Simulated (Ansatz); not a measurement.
# ZrSnB in the AlB2 type: lattice stability ahead of a resistivity run

The plan: relax ZrSnB in the AlB2 type, check its phonons, and, if the lattice is stable, compute its Eliashberg function and ρ(T).

Calculated with Ansatz 0.2.0; DFT PBEsol, scalar-relativistic, plane waves, PAW; PAW set soft_1.

The structure was built from a prototype and need not be the compound's stable phase.

## 1. The starting structure

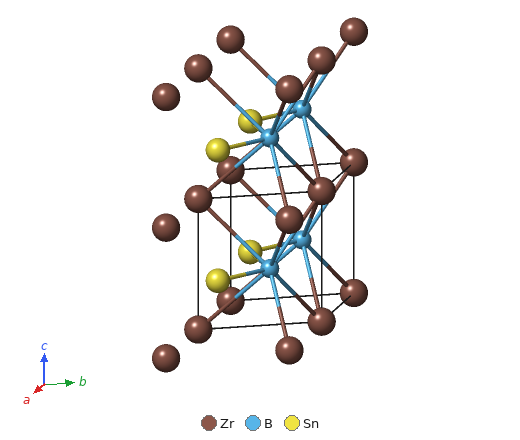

Start, viewed slightly off an axis; zirconium brown, boron blue, tin yellow. 2×1×2 cells are drawn. Bonds to atoms that aren't drawn are left out. Some periodic images of atoms are drawn too.

## 2. Rough relaxation

The start is far from rest, so a relaxation with loose thresholds does the first part.

Input file input.yaml:

```yaml
crystal:
  lattice:
    - [3.97806, 0.0, 0.0]
    - [-1.98903, 3.4451, 0.0]
    - [0.0, 0.0, 4.17697]
  atoms:
    - { symbol: Zr, position: [0.0, 0.0, 0.0] }
    - { symbol: B, position: [0.33333333, 0.66666667, 0.5] }
    - { symbol: Sn, position: [0.66666667, 0.33333333, 0.5] }
kpoints:
  mp_grid: { grid: [6, 6, 6] }
hamiltonian:
  xc: pbesol
  pseudopotentials: { kind: paw, azcp: { folder: soft_1 }, xc_functional: pbe }
scf:
  occupations: { method: gaussian, width: 0.1 }
output:
  forces: true
  stress: true
  eigenvalues: true
relax:
  adjacent_minimum: "off"
  f_tol: 0.05
  max_steps: 80
  cell: { stress_tol: 0.5 }
```

The run is started by

```sh
$ ansatz run input.yaml --threads 4 --pin off --max-ram 12288MiB --backend cpu --events-out ev --progress --plain --runs-dir out
```

Numbers of over 12 decimals in the logs are rounded to 6 here.

The program printed:

```text
The last accepted step is kept in <dir> (removed where the run ends without a failure and the disk answers)
Engine: ansatz 0.2.0, x86_64-unknown-linux-gnu
Pseudopotentials: kind: paw
Pseudopotential: Zr, paw, valence charge 12, recommended cutoff 420 eV (normal), soft_1/Zr.paw.azcp
Pseudopotential: B, paw, valence charge 3, recommended cutoff 420 eV (normal), soft_1/B.paw.azcp
Pseudopotential: Sn, paw, valence charge 14, recommended cutoff 420 eV (normal), soft_1/Sn.paw.azcp
Functional definition: PBEsol
  exchange = pbesol_x
  correlation = pbesol_c
Crystal: 3 atoms, lattice volume = 57.245 Å³
Basis set: ecut = 420 eV, 1129 PW (Γ), exchange–correlation on 54×54×60 points (8 copies of the dense FFT grid, shifted against one another)
Bands: 19, of which v1, the nominal top of the filled ones, is band 15 counted from 1 (14 counted from 0)
Symmetry: 12 space group operations
Space group: P-6m2 (ITA 187), of the structure as read, at distance tolerance 3.9e-5 Å
k-points: 28 of 216 (time reversal used)
Non-local potential: Zr, projectors of the file, l = 0: 3, l = 1: 2, l = 2: 2, l = 3: 1
Non-local potential: B, projectors of the file, l = 0: 2, l = 1: 2, l = 2: 1
Non-local potential: Sn, projectors of the file, l = 0: 2, l = 1: 2, l = 2: 2, l = 3: 1
PAW form: soft (Blöchl's): semilocal exchange-correlation on the pseudo side does not see the compensation charge
PAW frozen core: Zr, regenerated for the run's functional, and the local potential with it (the file was generated under x = pbe(κ = 0.804, μ = 0.219515), c = pbe(β = 0.066725))
PAW frozen core: B, regenerated for the run's functional, and the local potential with it (the file was generated under x = pbe(κ = 0.804, μ = 0.219515), c = pbe(β = 0.066725))
PAW frozen core: Sn, regenerated for the run's functional, and the local potential with it (the file was generated under x = pbe(κ = 0.804, μ = 0.219515), c = pbe(β = 0.066725))
PAW one-centre angular grid: Zr, 590 points (default); XC on 64 Gauss nodes
PAW one-centre angular grid: B, 110 points (default); XC on 64 Gauss nodes
PAW one-centre angular grid: Sn, 590 points (default); XC on 64 Gauss nodes
Initial density: superposition of atomic densities (chi_scale 0.1, normalization cell, long waves kept (reshape's long-wave potential 0.00 eV rms))
Initial wavefunctions: pseudopotential atomic-orbital guess
Functional: x = pbesol(κ = 0.804, μ = 0.123457), c = pbesol(β = 0.046)
SCF iter   1: F=—  HF=-10230.632363 eV  |F-HF|=—  |Δ(HF+E_count)|=         —  Δρ=3.62e-2  dr2=1.32e0  ethr=3.10e-3  ⟨swp⟩=5.9  Hψ=2725  notcnv=0
preconditioner: auto → Kerker (q_TF=auto, 2.436 Å⁻¹)  [metal: Δε(μ)=0.024 eV  Ē_g=13.144 eV  σ=0.100 eV  W_gap=0.14  n_scr=20 (ndim 8)  ℏωp=22.5 eV  f_vac=0.000  D(μ)=4.21/eV (n_scr^D=52)]
SCF iter   2: F=—  HF=-10230.261396 eV  |F-HF|=—  |Δ(HF+E_count)|=   3.71e-1  Δρ=1.92e-2  dr2=3.48e-1  ethr=3.10e-3  ⟨swp⟩=2.1  Hψ=1123  notcnv=0  defer=6
SCF iter   3: F=—  HF=-10230.148212 eV  |F-HF|=—  |Δ(HF+E_count)|=   1.13e-1  Δρ=5.30e-3  dr2=2.47e-2  ethr=1.20e-3  ⟨swp⟩=2.0  Hψ=798  notcnv=0  defer=6
SCF iter   4: F=—  HF=-10230.140237 eV  |F-HF|=—  |Δ(HF+E_count)|=   7.97e-3  Δρ=9.01e-4  dr2=6.65e-4  ethr=8.51e-5  ⟨swp⟩=2.1  Hψ=867  notcnv=0  defer=5
SCF iter   5: F=—  HF=-10230.139940 eV  |F-HF|=—  |Δ(HF+E_count)|=   2.97e-4  Δρ=2.54e-4  dr2=8.44e-5  ethr=2.29e-6  ⟨swp⟩=3.0  Hψ=969  notcnv=0  defer=5
SCF iter   6: F=—  HF=-10230.139912 eV  |F-HF|=—  |Δ(HF+E_count)|=   2.85e-5  Δρ=9.74e-5  dr2=1.09e-5  ethr=2.91e-7  ⟨swp⟩=2.0  Hψ=651  notcnv=0  defer=5
SCF iter   7: F=—  HF=-10230.139909 eV  |F-HF|=—  |Δ(HF+E_count)|=   2.82e-6  Δρ=2.51e-5  dr2=5.83e-7  ethr=3.76e-8  ⟨swp⟩=2.0  Hψ=678  notcnv=0  defer=5
SCF iter   8: F=-10230.139909 eV  HF=-10230.139909 eV  |F-HF|=8.36e-9  |Δ(HF+E_count)|=   1.30e-7  Δρ=5.48e-6  dr2=2.01e-8  ethr=3.45e-10  ⟨swp⟩=7.4  Hψ=2592  notcnv=0
SCF 1 converged in 8 iterations: F = -10230.139909 eV  dr2 = 2.01e-8
  greatest PAW one-centre occupation: 0.994 electrons in one spin orbital (limit 2), on the Zr atom at site 0 (counted from 0), in its partial waves of l = 0
relax step   1: F+E_penalty+E_count = -10230.13990902 eV  Δ(F+E_penalty+E_count) = +0.000e0 eV  max|allowed force component| = 1.359e-16 eV/Å  Δτ_max = 0.0000 Å  P = -12.635 GPa  Ω = 57.245 Å³  (8 SCF iters, dr2 threshold 1.00e-7 eV, accepted)
Crystal: 3 atoms, lattice volume = 51.707 Å³
Basis set: ecut = 420 eV, 1033 PW (Γ), exchange–correlation on 54×54×60 points (8 copies of the dense FFT grid, shifted against one another)
Initial density: handed on by an earlier stage of this run
Initial wavefunctions: those handed on with the density
iter 1 solved again at ethr=1.05e-4 eV; its pass at ethr=3.10e-3 eV (dr2=3.04e-2 eV) is discarded
SCF iter   1: F=—  HF=-10230.479320 eV  |F-HF|=—  |Δ(HF+E_count)|=         —  Δρ=5.80e-3  dr2=3.25e-2  ethr=1.05e-4  ⟨swp⟩=1.0  Hψ=3220  notcnv=0
preconditioner: auto → Kerker (q_TF=auto, 2.478 Å⁻¹)  [metal: Δε(μ)=0.033 eV  Ē_g=14.715 eV  σ=0.100 eV  W_gap=0.18  n_scr=20 (ndim 8)  ℏωp=23.7 eV  f_vac=0.000  D(μ)=3.62/eV (n_scr^D=28)]
SCF iter   2: F=—  HF=-10230.471215 eV  |F-HF|=—  |Δ(HF+E_count)|=   8.11e-3  Δρ=3.19e-3  dr2=9.73e-3  ethr=1.05e-4  ⟨swp⟩=2.3  Hψ=703  notcnv=0
SCF iter   3: F=—  HF=-10230.467660 eV  |F-HF|=—  |Δ(HF+E_count)|=   3.55e-3  Δρ=5.88e-4  dr2=2.89e-4  ethr=3.36e-5  ⟨swp⟩=2.0  Hψ=690  notcnv=0
SCF iter   4: F=—  HF=-10230.467554 eV  |F-HF|=—  |Δ(HF+E_count)|=   1.07e-4  Δρ=1.49e-4  dr2=1.23e-5  ethr=9.96e-7  ⟨swp⟩=2.0  Hψ=821  notcnv=0
SCF iter   5: F=—  HF=-10230.467549 eV  |F-HF|=—  |Δ(HF+E_count)|=   4.45e-6  Δρ=3.55e-5  dr2=9.45e-7  ethr=4.24e-8  ⟨swp⟩=2.1  Hψ=913  notcnv=0
SCF iter   6: F=-10230.467549 eV  HF=-10230.467549 eV  |F-HF|=7.32e-8  |Δ(HF+E_count)|=   1.90e-7  Δρ=1.03e-5  dr2=1.08e-7  ethr=1.03e-9  ⟨swp⟩=6.9  Hψ=2582  notcnv=0
SCF 2 converged in 6 iterations: F = -10230.467549 eV  dr2 = 1.08e-7
relax step   2: F+E_penalty+E_count = -10230.46754885 eV  Δ(F+E_penalty+E_count) = -3.276e-1 eV  max|allowed force component| = 2.467e-17 eV/Å  Δτ_max = 0.0000 Å  P = -3.912 GPa  Ω = 51.707 Å³  energy of the carried Pulay correction = +9.330e-4 eV  (6 SCF iters, dr2 threshold 3.00e-7 eV, accepted)
Crystal: 3 atoms, lattice volume = 49.007 Å³
Basis set: ecut = 420 eV, 937 PW (Γ), exchange–correlation on 54×54×60 points (8 copies of the dense FFT grid, shifted against one another)
iter 1 solved again at ethr=8.41e-5 eV; its pass at ethr=3.10e-3 eV (dr2=2.44e-2 eV) is discarded
SCF iter   1: F=—  HF=-10230.537549 eV  |F-HF|=—  |Δ(HF+E_count)|=         —  Δρ=4.99e-3  dr2=2.53e-2  ethr=8.41e-5  ⟨swp⟩=1.2  Hψ=3305  notcnv=0
preconditioner: auto → none  [metal: Δε(μ)=0.023 eV  Ē_g=15.039 eV  σ=0.100 eV  W_gap=0.13  n_scr=8 (ndim 8)  ℏωp=24.3 eV  f_vac=0.000  D(μ)=2.77/eV (n_scr^D=20)]
SCF iter   2: F=—  HF=-10230.530120 eV  |F-HF|=—  |Δ(HF+E_count)|=   7.43e-3  Δρ=1.62e-3  dr2=1.41e-3  ethr=8.41e-5  ⟨swp⟩=2.1  Hψ=713  notcnv=0
SCF iter   3: F=—  HF=-10230.529778 eV  |F-HF|=—  |Δ(HF+E_count)|=   3.42e-4  Δρ=4.39e-4  dr2=5.97e-5  ethr=4.86e-6  ⟨swp⟩=2.9  Hψ=821  notcnv=0
SCF iter   4: F=—  HF=-10230.529760 eV  |F-HF|=—  |Δ(HF+E_count)|=   1.85e-5  Δρ=1.20e-4  dr2=2.94e-6  ethr=2.06e-7  ⟨swp⟩=2.0  Hψ=686  notcnv=0
iter 5 did not close the SCF: its close was put off for the readings that it lacked (scf_convergence_deferred on its scf_iter line)
SCF iter   5: F=-10230.529760 eV  HF=-10230.529761 eV  |F-HF|=7.83e-8  |Δ(HF+E_count)|=   1.04e-6  Δρ=1.90e-5  dr2=1.66e-7  ethr=1.02e-8  ⟨swp⟩=2.3  Hψ=929  notcnv=0
SCF iter   6: F=-10230.529761 eV  HF=-10230.529761 eV  |F-HF|=2.66e-9  |Δ(HF+E_count)|=   1.29e-8  Δρ=4.20e-6  dr2=7.21e-9  ethr=5.74e-10  ⟨swp⟩=3.0  Hψ=2080  notcnv=0
the search or the solves at the SCF's close seem to have found levels that the self-consistency loop had missed (the run counts 1). By its estimate they hold under 1e-12 electrons; where the run keeps them, the occupations were computed again with them
SCF 3 converged in 6 iterations: F = -10230.529761 eV  dr2 = 7.21e-9
  greatest PAW one-centre occupation: 0.995 electrons in one spin orbital (limit 2), on the Zr atom at site 0 (counted from 0), in its partial waves of l = 0
relax step   3: F+E_penalty+E_count = -10230.52976054 eV  Δ(F+E_penalty+E_count) = -6.221e-2 eV  max|allowed force component| = 2.477e-17 eV/Å  Δτ_max = 0.0000 Å  P = +1.488 GPa  Ω = 49.007 Å³  energy of the carried Pulay correction = +1.431e-3 eV  (6 SCF iters, dr2 threshold 3.00e-7 eV, accepted)
[...]
relax step   4: F+E_penalty+E_count = -10230.53306460 eV  Δ(F+E_penalty+E_count) = -3.304e-3 eV  max|allowed force component| = 1.495e-16 eV/Å  Δτ_max = 0.0000 Å  P = +0.087 GPa  Ω = 49.483 Å³  energy of the carried Pulay correction = +1.345e-3 eV  (6 SCF iters, dr2 threshold 3.00e-7 eV, accepted)
Basis set: ecut = 420 eV, 961 PW (Γ), exchange–correlation on 54×54×54 points (8 copies of the dense FFT grid, shifted against one another)
Initial wavefunctions: pseudopotential atomic-orbital guess (no wavefunctions were taken with the density)
iter 1 solved again at ethr=1.82e-7 eV; its pass at ethr=3.10e-3 eV (dr2=5.29e-5 eV) is discarded
SCF iter   1: F=—  HF=-10230.532381 eV  |F-HF|=—  |Δ(HF+E_count)|=         —  Δρ=8.55e-5  dr2=4.38e-7  ethr=1.82e-7  ⟨swp⟩=3.2  Hψ=4174  notcnv=0
preconditioner: auto → none  [metal: Δε(μ)=0.035 eV  Ē_g=15.094 eV  σ=0.100 eV  W_gap=0.19  n_scr=8 (ndim 8)  ℏωp=24.2 eV  f_vac=0.000  D(μ)=3.00/eV (n_scr^D=26)]
SCF iter   2: F=—  HF=-10230.532367 eV  |F-HF|=—  |Δ(HF+E_count)|=   1.42e-5  Δρ=4.22e-5  dr2=1.05e-7  ethr=1.51e-9  ⟨swp⟩=2.1  Hψ=845  notcnv=0
SCF iter   3: F=—  HF=-10230.532367 eV  |F-HF|=—  |Δ(HF+E_count)|=   2.97e-7  Δρ=7.60e-6  dr2=8.48e-9  ethr=3.62e-10  ⟨swp⟩=2.0  Hψ=750  notcnv=0
iter 4 did not close the SCF: its close was put off for the readings that it lacked (scf_convergence_deferred on its scf_iter line)
SCF iter   4: F=-10230.532367 eV  HF=-10230.532367 eV  |F-HF|=6.55e-11  |Δ(HF+E_count)|=   6.21e-9  Δρ=1.03e-6  dr2=1.59e-10  ethr=2.93e-11  ⟨swp⟩=2.0  Hψ=832  notcnv=0
iter 5 did not close the SCF: its close was put off for the readings that it lacked (scf_convergence_deferred on its scf_iter line)
SCF iter   5: F=-10230.532367 eV  HF=-10230.532367 eV  |F-HF|=7.28e-12  |Δ(HF+E_count)|=  9.64e-11  Δρ=1.42e-7  dr2=1.24e-11  ethr=1.00e-12  ⟨swp⟩=2.5  Hψ=947  notcnv=0
SCF iter   6: F=-10230.532367 eV  HF=-10230.532367 eV  |F-HF|=1.82e-12  |Δ(HF+E_count)|=  7.28e-12  Δρ=3.25e-8  dr2=4.68e-13  ethr=1.00e-12  ⟨swp⟩=1.8  Hψ=1211  notcnv=0
SCF 5 converged in 6 iterations: F = -10230.532367 eV  dr2 = 4.68e-13
relax step   5: F+E_penalty+E_count = -10230.53236711 eV  Δ(F+E_penalty+E_count) = +6.975e-4 eV  max|allowed force component| = 1.528e-16 eV/Å  Δτ_max = 0.0000 Å  P = +0.070 GPa  Ω = 49.483 Å³  stress off target by 1.24e-1 GPa  SCF on the basis re-selected at this cell (its energy is not comparable with the rows above)  (6 SCF iters)
basis re-selected at this cell: Δ(F+E_penalty+E_count) = +6.975e-4 eV, ΔP = -0.017 GPa vs the last step (what re-selecting the basis moved, of the pressure what is left beyond the Pulay correction that the steps carried, after the strain that the cell walked since its last selection, with what the two solves' SCF thresholds leave and, on support functions, any second-order correction that the steps lacked; it is no measure of the basis error at this ecutwfc). The dense FFT grid was sized anew with the basis: this SCF ran on 27×27×27 points, the steps before it on 27×27×30, so part of this shift can come from that change (see relax.cell in the input reference). [rest of the remark cut]
SCF converged after 6 iterations
Free energy (F): -10230.532367 eV
Harris-Foulkes:  -10230.532367 eV  (|F-HF|=1.82e-12)
Internal energy: -10230.517388 eV  (E = F + TS)
E sigma→0 (E₀):  -10230.524878 eV
Entropy (-TS):   -0.014979 eV (-4.993 meV/atom)
Fermi energy:    15.178183 eV
--- Per-component energies (eV) ---
  E_band       = -105.290080
  E_kinetic    = 534.965631
  E_local      = -1497.480831  (includes V_loc(G=0)·N_el)
  E_nonlocal   = 232.811636
  E_hartree    = 675.599393
  E_xc         = -311.860451
  E_vxc        = -302.726497  (∫ρ·V_xc dr)
  E_paw        = -7282.493282  (= ΣΔE_a)
  E_vpaw       = -424.059086  (= ΣTr[D̂ρ^β])
  E_aug_tail   = 0.000272  (compensation charges beyond the density's cutoff)
  E_ewald      = -2582.525028
  E_core_change = 0.465271  (= ΣΔE_core)
  E_smearing   = -0.014979  (= −TS)
  E_closure    = 0.000000  (closes the sum)
  Σ components = -10230.532367   (vs F -10230.532367, Δ=0.00e0)
--- Forces (eV/Å), atoms counted from 1 ---
  atom   1  Zr     0.00000000     0.00000000     0.00000000
  atom   2  B      0.00000000     0.00000000     0.00000000
  atom   3  Sn    -0.00000000    -0.00000000     0.00000000
  max |Σ_I F_I| component: 9.69e-17 eV/Å
--- Stress (GPa, compression-positive) ---
        0.124494      -0.000000       0.000000
       -0.000000       0.124494       0.000000
        0.000000       0.000000      -0.038487
  P = ⅓ Tr σ = 0.0702 GPa (0.702 kbar)
--- Band table (eV; the first three rows and the last of 28) ---
  k-point 0: bands = [... 11 lower, 11.6766, 12.8209, 12.9277, 14.8356, 16.0916, 16.0916, 16.8623, 16.8623]
  k-point 1: bands = [... 11 lower, 11.9351, 11.9351, 14.2591, 14.9732, 14.9732, 15.1196, 17.0779, 17.0779]
  k-point 2: bands = [... 11 lower, 12.6518, 12.6518, 14.0269, 14.0269, 15.6356, 15.7889, 15.8024, 15.8024]
  k-point 27: bands = [... 11 lower, 9.8496, 11.2093, 11.8132, 16.8019, 16.9253, 17.7313, 17.9639, 18.0072]
--- Relaxed structure (4 steps of the walk, 4 accepted, 1 SCFs on fresh bases) ---
  F+E_penalty+E_count = -10230.53236711 eV   max|allowed force component| = 1.528e-16 eV/Å   (the final SCF, on the basis selected at the relaxed cell)
  cell:  # Å, volume = 49.4830 Å³
    - [3.897180, 0, 0.0]
    - [-1.948590, 3.375057, 0.0]
    - [0.0, 0.0, 3.762046]
  atoms:
    - { symbol: Zr, position: [0, 0, 0.0] }
    - { symbol: B, position: [0.333333, 0.666667, 0.5] }
    - { symbol: Sn, position: [0.666667, 0.333333, 0.5] }
```

Wall time 5.4 s (4 threads of Intel Xeon Platinum 8375C at 2.90GHz (Ice Lake), shared host); peak memory 0.47 GiB.

Step by step:

```
step  energy less that of the first step (eV)  largest force component (eV/Å)  pressure (GPa)  volume (Å³)
   1                                   0.0000                          0.0000          -12.63        57.24
   2                                  -0.3276                          0.0000           -3.91        51.71
   3                                  -0.3899                          0.0000            1.49        49.01
   4                                  -0.3932                          0.0000            0.09        49.48
  5*                                  -0.3925                          0.0000            0.07        49.48
```

Relaxation steps marked * repeat the geometry before them on a plane-wave basis chosen anew for their cell, so energy and pressure can jump there.

The run keeps the 12 symmetry operations that it works with, so distortions that break them were not tested.

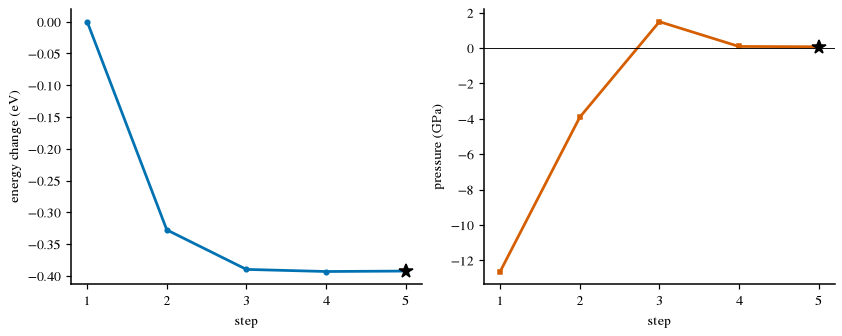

Energy and pressure along the relaxation. Stars mark steps on a basis chosen anew.

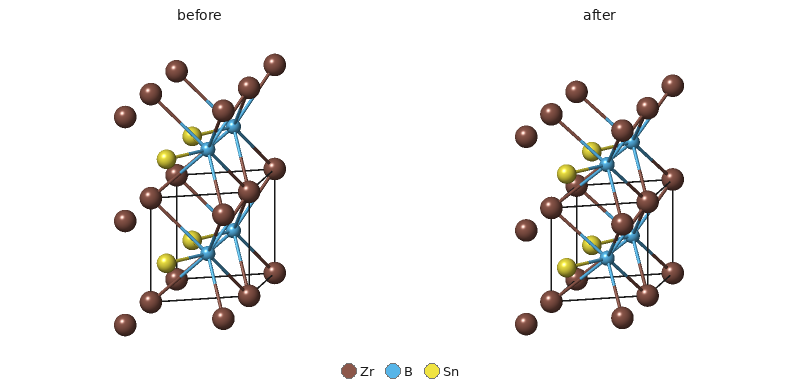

The structure before and after the relaxation, drawn at the same scale. Bonds to atoms that aren't drawn are left out.

```csv
"conventional cell, symmetrised",before,after,change
a (Å),3.978,3.897,-2.0 %
b (Å),3.978,3.897,-2.0 %
c (Å),4.177,3.762,-9.9 %
volume (Å³/atom),19.08,16.49,-13.6 %
```

The relaxed structure:

```xyz
3
Lattice="3.8972 0.0000 0.0000 -1.9486 3.3751 0.0000 0.0000 0.0000 3.7620" Properties=species:S:1:pos:R:3 pbc="T T T"
Zr    0.0000    0.0000    0.0000
B     0.0000    2.2500    1.8810
Sn    1.9486    1.1250    1.8810
```

This step gave:

```
pressure          : 0.07017 GPa
volume per atom   : 16.49 Å³/atom
metallic on mesh  : yes
gap on the k-mesh : 0 eV
```

The largest force is now zero by symmetry and the largest stress component 0.12 GPa.

## 3. Relaxation

The structure is brought to rest under this functional.

input.yaml, the sections that differ from step 2:

```yaml
crystal:
  lattice:
    - [3.8971803505, 0.0, 0.0]
    - [-1.9485901753, 3.3750571867, 0.0]
    - [0.0, 0.0, 3.7620458384]
  atoms:
    - { symbol: Zr, position: [0.0, 0.0, 0.0] }
    - { symbol: B, position: [0.3333333333, 0.6666666667, 0.5] }
    - { symbol: Sn, position: [0.6666666667, 0.3333333333, 0.5] }
kpoints:
  mp_grid: { grid: [9, 9, 8] }
relax:
  adjacent_minimum: "off"
  f_tol: 0.005
  max_steps: 80
  cell: { stress_tol: 0.05 }
# hamiltonian, scf, output: as in step 2
```

The program printed:

```text
[the first part of the log is left out]
  E_paw        = -7282.540497  (= ΣΔE_a)
  E_vpaw       = -424.137009  (= ΣTr[D̂ρ^β])
  E_aug_tail   = 0.000272  (compensation charges beyond the density's cutoff)
  E_ewald      = -2583.755315
  E_core_change = 0.465271  (= ΣΔE_core)
  E_smearing   = -0.012700  (= −TS)
  E_closure    = 0.000000  (closes the sum)
  Σ components = -10230.531250   (vs F -10230.531250, Δ=0.00e0)
[...]
--- Stress (GPa, compression-positive) ---
       -0.001055       0.000000       0.000000
        0.000000      -0.001055      -0.000000
       -0.000000      -0.000000       0.000585
  P = ⅓ Tr σ = -0.0005 GPa (-0.005 kbar)
--- Band table (eV; the first three rows and the last of 60) ---
[...]
--- Relaxed structure (4 steps of the walk, 3 accepted, 1 SCFs on fresh bases) ---
[...]
cell:  # Å, volume = 49.4097 Å³
    - [3.889806, 2.881291924382847e-11, 0]
    - [-1.944903, 3.368670, 0]
    - [0, 0, 3.770730]
  atoms:
    - { symbol: Zr, position: [0, 0, 0] }
    - { symbol: B, position: [0.333333, 0.666667, 0.5] }
    - { symbol: Sn, position: [0.666667, 0.333333, 0.5] }
```

Elapsed: 9.2 s, on 4 threads; peak memory 0.52 GiB.

The steps of the relaxation:

```
step  energy less that of the first step (eV)  largest force component (eV/Å)  pressure (GPa)  volume (Å³)
   1                                   0.0000                          0.0000           -0.28        49.48
   2                                  -0.0003                          0.0000            0.07        49.38
   3                                  -0.0003                          0.0000           -0.07        49.44
   4                                  -0.0003                          0.0000            0.00        49.41
   5                                  -0.0003                          0.0000            0.00        49.41
```

The log counts 1 steps on a newly chosen plane-wave basis, not all of them marked here; energy and pressure can jump at such steps. Relaxation step 3 was tried and not accepted.

```
conventional cell, symmetrised  before  after  change
                         a (Å)   3.897  3.890  -0.2 %
                         b (Å)   3.897  3.890  -0.2 %
                         c (Å)   3.762  3.771  +0.2 %
              volume (Å³/atom)   16.49  16.47  -0.1 %
```

Final coordinates:

```xyz
3
Lattice="3.8898 0.0000 0.0000 -1.9449 3.3687 0.0000 0.0000 0.0000 3.7707" Properties=species:S:1:pos:R:3 pbc="T T T"
Zr    0.0000    0.0000    0.0000
B     0.0000    2.2458    1.8854
Sn    1.9449    1.1229    1.8854
```

Numbers from this step:

```
pressure        : -5.09e-4 GPa
volume per atom : 16.47 Å³/atom
```

The largest force is now zero by symmetry and the largest stress component 0.0011 GPa.

(Continued in part 2 of 2.)

[Logs are printed without paths, hosts, clocks, repeated set-up lines and the standing remarks that a program may print on its own settings, such as how far it seeks lower states.]

[Hosts, paths, dates, database ids (printed as entryN), source tags and the programs' standing remarks are cut or masked in the printed files.]
